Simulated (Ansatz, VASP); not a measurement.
# Cross-check of InP between VASP and Ansatz, part 2 of 2

One calculation is typed for both programs; each brings its own data sets. How far apart do they land? The cell is taken from a series of VASP runs on this material, whose earlier steps may have relaxed, scaled or displaced it; both programs get it as it stands. Valence electrons are named where the data sets of a main pair hold unlike numbers.

VASP 6.6.1 and Ansatz 0.2.0.

So far: The structure; Ansatz: band structure, PBE0; VASP: band structure, PBE0.

## (4) Side by side

Known differences besides the potentials themselves: exact exchange at q = 0 is treated differently, which shows on coarse meshes; VASP keeps PBE cores, Ansatz makes them for the functional; the cutoff is 420 eV in Ansatz and 350 eV in VASP; VASP takes a coarser grid for exact exchange (PRECFOCK = Fast). Total energies have different zeros and are not compared.

Compared:

```csv
quantity,Ansatz,VASP,difference
gap over the path points (eV),2.177,2.192,-0.016
```

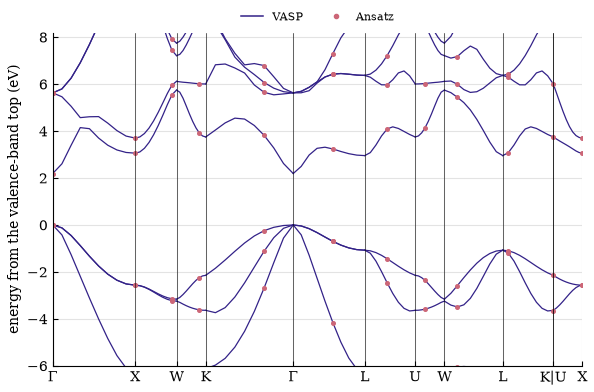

Bands from VASP (lines) and levels from Ansatz (dots). Dots without a line are higher empty bands that the VASP plot leaves out.

Levels at points of the path, from each program's valence-band top (eV; 3 filled, then empty):

```csv
k (reciprocal lattice),Ansatz,VASP
0.000 0.000 0.000,0.00 0.00 0.00 2.18 5.62 5.62,0.00 0.00 0.00 2.19 5.63 5.63
0.500 0.000 0.500,-6.30 -2.56 -2.56 3.05 3.69 11.14,-6.30 -2.56 -2.56 3.06 3.70 11.15
0.500 0.222 0.722,-6.12 -3.23 -3.16 5.54 5.96 7.44,-6.12 -3.23 -3.15 5.54 5.96 7.44
0.403 0.347 0.750,-6.12 -3.62 -2.24 3.92 6.01 8.86,-6.12 -3.61 -2.25 3.93 6.02 8.87
0.125 0.125 0.250,-2.69 -1.13 -0.24 3.82 5.65 6.07,-2.69 -1.12 -0.24 3.82 5.65 6.07
0.278 0.278 0.278,-4.17 -0.69 -0.69 3.22 6.42 6.42,-4.17 -0.70 -0.70 3.24 6.43 6.43
0.556 0.389 0.556,-6.15 -2.47 -1.44 4.08 5.96 7.21,-6.15 -2.47 -1.44 4.09 5.97 7.22
0.583 0.250 0.667,-6.12 -3.59 -2.36 4.13 6.03 8.55,-6.12 -3.59 -2.36 4.13 6.03 8.56
0.500 0.306 0.694,-6.05 -3.50 -2.59 5.44 5.99 7.17,-6.05 -3.49 -2.58 5.44 5.99 7.18
0.486 0.486 0.528,-6.29 -1.20 -1.10 3.08 6.28 6.42,-6.29 -1.20 -1.10 3.08 6.30 6.43
```

Among the levels compared at these points, filled levels agree within 12 meV and empty ones within 18 meV.

## (5) VASP: band structure, HSE06, spin-orbit coupling

The same path points are solved in both programs, so levels can be compared one by one.

The run reads the wave functions of an earlier VASP run, which isn't shown here.

INCAR

```
SYSTEM = InP
PREC = Accurate
ENCUT = 350
EDIFF = 1E-06
NELM = 100
ISMEAR = 0
SIGMA = 0.03
LREAL = .FALSE.
ALGO = Normal
LHFCALC = .TRUE.
AEXX = 0.25
GGA = PE
HFSCREEN = 0.2
LASPH = .TRUE.
LNONCOLLINEAR = .TRUE.
MAGMOM = 0 0 0 0 0 0
NBANDS = 30
GGA_COMPAT = .FALSE.
LSORBIT = .TRUE.
PRECFOCK = Fast
LORBIT = 11
LWAVE = .FALSE.
LCHARG = .FALSE.
KPAR = 4
```

POSCAR

```
InP
1.0
    0.0000000000      2.9343500000      2.9343500000
    2.9343500000      0.0000000000      2.9343500000
    2.9343500000      2.9343500000      0.0000000000
In P
1 1
Direct
    0.0000000000      0.0000000000      0.0000000000
    0.7500000000      0.7500000000      0.7500000000
```

KPOINTS

```
Automatic mesh
0
Gamma
4 4 4
0 0 0
```

KPOINTS_OPT

```
Line mode
10
Line-mode
Reciprocal
  0.00000000   0.00000000   0.00000000 GAMMA
  0.50000000   0.00000000   0.50000000 X

  0.50000000   0.00000000   0.50000000 X
  0.50000000   0.25000000   0.75000000 W

  0.50000000   0.25000000   0.75000000 W
  0.37500000   0.37500000   0.75000000 K

  0.37500000   0.37500000   0.75000000 K
  0.00000000   0.00000000   0.00000000 GAMMA

  0.00000000   0.00000000   0.00000000 GAMMA
  0.50000000   0.50000000   0.50000000 L

  0.50000000   0.50000000   0.50000000 L
  0.62500000   0.25000000   0.62500000 U

  0.62500000   0.25000000   0.62500000 U
  0.50000000   0.25000000   0.75000000 W

  0.50000000   0.25000000   0.75000000 W
  0.50000000   0.50000000   0.50000000 L

  0.50000000   0.50000000   0.50000000 L
  0.37500000   0.37500000   0.75000000 K

  0.62500000   0.25000000   0.62500000 U
  0.50000000   0.00000000   0.50000000 X
```

Potentials, in the order of the species: In_d and P (PBE family, release 64).

The run is started by

```sh
$ mpirun -np 4 vasp_ncl
```

Numbers of over 12 decimals in the logs are rounded to 6 here.

Output:

```text
[banner, memory and clock lines left out]
running    4 mpi-ranks, on    1 nodes
[...]
LDA part: xc-table for (Slater+PW92), standard interpolation
 found WAVECAR, reading the header
 POSCAR, INCAR and KPOINTS ok, starting setup
[...]
reading WAVECAR
 the WAVECAR file was read successfully
 initial charge from wavefunction
 entering main loop
       N       E                     dE             d eps       ncg     rms          rms(c)
DAV:   1    -0.995803703941E+01   -0.99580E+01   -0.10526E+00   814   0.173E+01    0.344E+00
DAV:   2    -0.996311317898E+01   -0.50761E-02   -0.95528E-02   766   0.347E+00    0.387E+00
DAV:   3    -0.995919979015E+01    0.39134E-02   -0.12723E-02   864   0.155E+00    0.338E+00
DAV:   4    -0.995827730834E+01    0.92248E-03   -0.14947E-03   812   0.525E-01    0.215E+00
DAV:   5    -0.995811142190E+01    0.16589E-03   -0.29836E-04   806   0.215E-01    0.134E+00
DAV:   6    -0.995806050312E+01    0.50919E-04   -0.39394E-05   810   0.909E-02    0.816E-01
[...]
1 F= -.99580362E+01 E0= -.99580362E+01  d E =-.114967E-10  mag=     0.0000     0.0000     0.0000
 Start KPOINTS_OPT (optional k-point list driver)
k-point batch [1-10\100]
       N       E                     dE             ncg
DAV:   1     0.635225552160E+03   -0.15131E+04      600
DAV:   2    -0.903156674989E+03   -0.15384E+04      608
DAV:   3    -0.107652004769E+04   -0.17336E+03      746
DAV:   4    -0.108494715260E+04   -0.84271E+01      742
DAV:   5    -0.108529616569E+04   -0.34901E+00      954
DAV:   6    -0.108530191429E+04   -0.57486E-02      818
DAV:   7    -0.108530206550E+04   -0.15121E-03      962
DAV:   8    -0.108530206846E+04   -0.29625E-05      802
DAV:   9    -0.108530206854E+04   -0.81905E-07      544
[...]
k-point batch [91-100\100]
       N       E                     dE             ncg
DAV:   1     0.500263443995E+03   -0.44751E+04      606
DAV:   2    -0.997466495179E+03   -0.14977E+04      618
DAV:   3    -0.115782569705E+04   -0.16036E+03      754
DAV:   4    -0.116434933212E+04   -0.65236E+01      812
DAV:   5    -0.116464421518E+04   -0.29488E+00      974
DAV:   6    -0.116464843306E+04   -0.42179E-02      828
DAV:   7    -0.116464856933E+04   -0.13628E-03      980
DAV:   8    -0.116464857194E+04   -0.26050E-05      818
DAV:   9    -0.116464857202E+04   -0.80244E-07      644
```

Parts of OUTCAR (step 5):

```text
 POSITION                                       TOTAL-FORCE (eV/Angst)
 -----------------------------------------------------------------------------------
      0.00000      0.00000      0.00000        -0.000000     -0.000000     -0.000000
      4.40152      4.40152      4.40152         0.000000      0.000000      0.000000
 -----------------------------------------------------------------------------------
    total drift:                               -0.000000     -0.000001      0.000002

  FREE ENERGIE OF THE ION-ELECTRON SYSTEM (eV)
  ---------------------------------------------------
  free  energy   TOTEN  =        -9.9580361695 eV

  energy  without entropy=       -9.9580361695  energy(sigma->0) =       -9.95803617

 magnetization (x)
# of ion       s       p       d       tot
------------------------------------------
    1        0.000   0.000   0.000   0.000
    2       -0.000  -0.000   0.000  -0.000
--------------------------------------------------
tot         -0.000   0.000   0.000   0.000

 magnetization (y)
# of ion       s       p       d       tot
------------------------------------------
    1        0.000   0.000  -0.000   0.000
    2        0.000   0.000   0.000   0.000
--------------------------------------------------
tot          0.000   0.000  -0.000   0.000

 magnetization (z)
# of ion       s       p       d       tot
------------------------------------------
    1        0.000   0.000   0.000   0.000
    2        0.000   0.000   0.000   0.000
--------------------------------------------------
tot          0.000   0.000   0.000   0.000

[... 1 part as in an earlier step ...]

[... 2 further parts left out ...]
[key lines of the parts left out:]
E-fermi :   4.8909
```

## (6) Ansatz: band structure, HSE06, spin-orbit coupling

The same cell, functional, mesh and smearing now go to Ansatz, which takes its cutoff from its data sets.

The cell is taken from a series of VASP runs on this material, whose earlier steps may have relaxed, scaled or displaced it; both programs get it as it stands.

input.yaml

```yaml
crystal:
  lattice:
    - [0.0, 2.93435, 2.93435]
    - [2.93435, 0.0, 2.93435]
    - [2.93435, 2.93435, 0.0]
  atoms:
    - { symbol: In, position: [0.0, 0.0, 0.0] }
    - { symbol: P, position: [0.75, 0.75, 0.75] }
hamiltonian:
  xc: { exchange: pbe, correlation: pbe, exx: { coeff: 0.25, omega: 0.2 } }
  pseudopotentials: { kind: paw_fr }
magnetization:
  noncollinear: true
  spin_orbit: true
kpoints:
  mp_grid: { grid: [4, 4, 4] }
  band_path:
    path:
      - [0.0, 0.0, 0.0]
      - [0.5, 0.0, 0.5]
      - [0.5, 0.22222, 0.72222]
      - [0.40278, 0.34722, 0.75]
      - [0.125, 0.125, 0.25]
      - [0.27778, 0.27778, 0.27778]
      - [0.55556, 0.38889, 0.55556]
      - [0.58333, 0.25, 0.66667]
      - [0.5, 0.30556, 0.69444]
      - [0.48611, 0.48611, 0.52778]
      - [0.625, 0.25, 0.625]
      - [0.5, 0.0, 0.5]
    npoints: 1
scf:
  occupations: { method: gaussian, width: 0.03 }
  n_extra_bands: 14
output:
  forces: true
  stress: true
  eigenvalues: true
  write_density: true
  write_potential: true
  elf: true
  volumetric_format: npy
```

The run is started by

```sh
$ ansatz run input.yaml --threads 4 --pin off --max-ram 9216MiB --backend cpu --events-out ev --progress --plain --runs-dir out
```

Output:

```text
[...]
non-collinear run that drives no moment, with spin-orbit: no starting moment large enough to seed its density (crystal.atoms[].spin), no starting occupations that ask for one, no magnetisation constraint and no magnetic field, so the semilocal B_xc is pinned to zero
Crystal: 2 atoms, lattice volume = 50.532 Å³
[...]
k-point 0: bands = [... 14 lower, 6.5720, 6.5720, 6.5720, 6.5720, 8.0678, 8.0678, 11.1558, 11.1558, ... 10 higher]
  k-point 1: bands = [... 14 lower, 5.8781, 5.8781, 5.9800, 5.9941, 9.1403, 9.1403, 12.0723, 12.0723, ... 10 higher]
  k-point 2: bands = [... 14 lower, 5.4120, 5.4120, 5.5386, 5.5386, 8.8214, 8.8214, 12.1199, 12.1199, ... 10 higher]
  k-point 7: bands = [... 14 lower, 3.2522, 3.3311, 3.3983, 3.4742, 11.5967, 11.6017, 11.9360, 11.9622, ... 10 higher]
[key lines of the parts left out:]
Magnetization: |M| = 0.0000 μB,  M = (+0.0000, +0.0000, +0.0000) μB
Free energy (F): -6356.453630 eV
Fermi energy:    7.320120 eV
P = ⅓ Tr σ = 1.3247 GPa (13.247 kbar)
```

The job ended after 99 s (4 threads of Arm Neoverse V1, shared host; peak memory 1 GiB).

## (7) Differences

What differs besides the data sets and the points named for the pairs above, as far as they apply: spin-orbit coupling enters by fully relativistic files in Ansatz and inside the spheres in VASP. Total energies have different zeros and are not compared.

Compared:

```csv
quantity,Ansatz,VASP,difference
gap over the path points (eV),1.496,1.493,+0.003
```

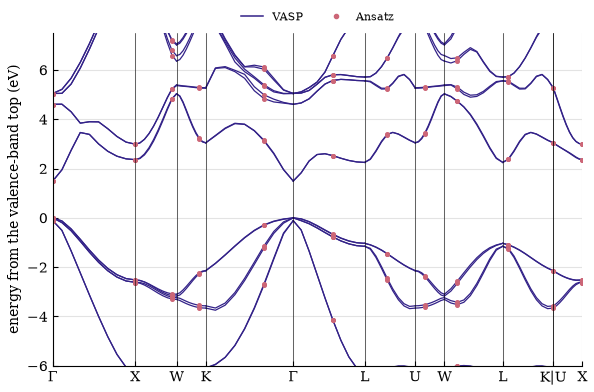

Bands from VASP (lines) and levels from Ansatz (dots). Dots without a line are higher empty bands that the VASP plot leaves out.

Levels at points of the path, from each program's valence-band top (eV; 6 filled, then empty):

```csv
k (reciprocal lattice),Ansatz,VASP
0.000 0.000 0.000,-0.12 -0.12 0.00 0.00 0.00 0.00 1.50 1.50 4.58 4.58 5.04 5.04,-0.11 -0.11 0.00 0.00 0.00 0.00 1.49 1.49 4.61 4.61 5.04 5.04
0.500 0.000 0.500,-6.26 -6.26 -2.62 -2.62 -2.52 -2.52 2.36 2.36 2.99 2.99 10.39 10.39,-6.26 -6.26 -2.61 -2.61 -2.52 -2.52 2.36 2.36 2.99 2.99 10.40 10.40
0.500 0.222 0.722,-6.09 -6.08 -3.30 -3.22 -3.16 -3.08 4.81 4.84 5.21 5.23 6.58 6.79,-6.09 -6.08 -3.29 -3.22 -3.15 -3.08 4.81 4.84 5.21 5.24 6.60 6.79
0.403 0.347 0.750,-6.10 -6.08 -3.65 -3.55 -2.27 -2.23 3.21 3.24 5.26 5.29 8.04 8.14,-6.10 -6.08 -3.64 -3.55 -2.27 -2.23 3.21 3.24 5.27 5.29 8.06 8.15
0.125 0.125 0.250,-2.72 -2.67 -1.23 -1.13 -0.30 -0.28 3.12 3.15 4.83 4.98 5.33 5.38,-2.72 -2.67 -1.22 -1.13 -0.30 -0.28 3.12 3.15 4.84 4.99 5.34 5.39
0.278 0.278 0.278,-4.15 -4.15 -0.78 -0.78 -0.68 -0.66 2.52 2.52 5.56 5.56 5.80 5.80,-4.15 -4.15 -0.78 -0.78 -0.68 -0.66 2.52 2.52 5.57 5.57 5.80 5.81
0.556 0.389 0.556,-6.12 -6.10 -2.52 -2.44 -1.46 -1.45 3.37 3.39 5.23 5.25 6.47 6.47,-6.11 -6.10 -2.52 -2.44 -1.46 -1.45 3.37 3.39 5.23 5.26 6.48 6.49
0.583 0.250 0.667,-6.09 -6.08 -3.62 -3.52 -2.40 -2.34 3.41 3.45 5.28 5.30 7.73 7.85,-6.09 -6.08 -3.61 -3.52 -2.40 -2.34 3.41 3.45 5.28 5.30 7.74 7.86
0.500 0.306 0.694,-6.03 -6.01 -3.53 -3.42 -2.66 -2.56 4.72 4.73 5.23 5.30 6.37 6.49,-6.03 -6.01 -3.52 -3.42 -2.65 -2.56 4.72 4.73 5.23 5.30 6.38 6.49
0.486 0.486 0.528,-6.25 -6.25 -1.28 -1.24 -1.10 -1.09 2.37 2.39 5.50 5.53 5.72 5.72,-6.25 -6.25 -1.27 -1.24 -1.10 -1.09 2.37 2.39 5.51 5.54 5.72 5.73
```

Among the levels compared at these points, filled levels agree within 11 meV and empty ones within 23 meV.

## (8) What came out

```yaml
largest_difference_of_a_filled_level_at_the_path_points_band_structure_pbe0: 12 meV
largest_difference_of_a_filled_level_at_the_path_points_band_structure_hse06_spin_orbit_coupling: 11 meV
```

In words: The largest difference of a filled level at the path points is 12 meV (band structure, PBE0), within the 80 meV picked in this series as the mark of a large difference. Such differences can come from data sets, numerical settings and the points named under the comparisons, not from the functional's error against experiment.

[Lines on the potential files, build, host, timing and source positions are cut from VASP's logs without a mark.]

[Logs are printed without paths, hosts, clocks, repeated set-up lines and the standing remarks that a program may print on its own settings, such as how far it seeks lower states.]

[Hosts, paths, dates, database ids (printed as entryN), source tags and the programs' standing remarks are cut or masked in the printed files.]
